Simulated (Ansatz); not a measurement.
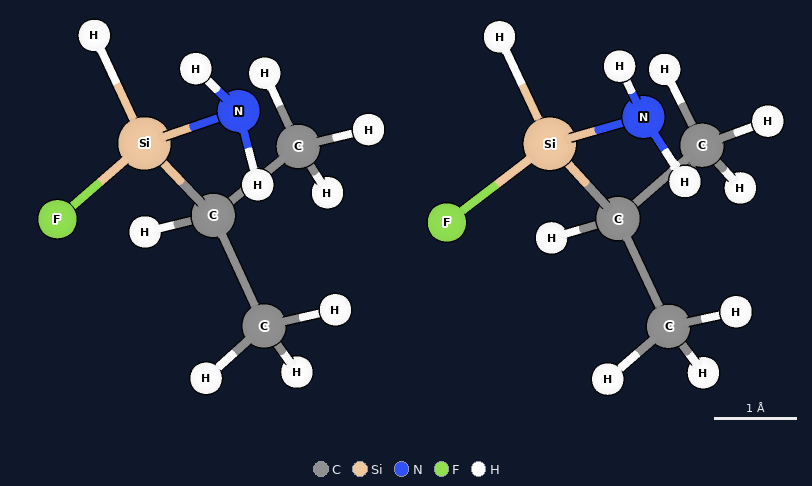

Two geometries of C$_{3}$H$_{10}$FNSi, drawn at one scale. One is the start of a relaxation, the other its converged end. A ball-and-stick model, seen from a free direction.

Computed with RKS PBE0-D4/cc-pVDZ (Ansatz). Set-up: no spin polarisation; force threshold 0.015 eV/Å; at most 40 steps.

Which one is relaxed?

The right one is the relaxed one. The run prepares an end point of a later path (torsion) calculation, from a guessed geometry. The F atom moves most after the best rigid fit: 0.31 Å. Largest moves by element: F 0.31 Å, H 0.27 Å, C 0.09 Å, N 0.08 Å, Si 0.01 Å. Near-neighbour distances that change, for instance: F–Si 1.594 → 1.662 Å, C–H 1.036 → 1.102 Å, C–Si 1.837 → 1.880 Å, C–H 1.059 → 1.101 Å. Among the angles between lasting bonds that change: Si–N–H 105.7° → 117.7°, Si–N–H 107.2° → 117.5°, N–Si–F 103.0° → 112.8°. The energy falls by 12.7 kcal/mol in 8 accepted moves (9 points after the start). The largest force component goes from 3.1 to 0.0062 eV/Å. The line search rejected the trial step at point 3 of the run.
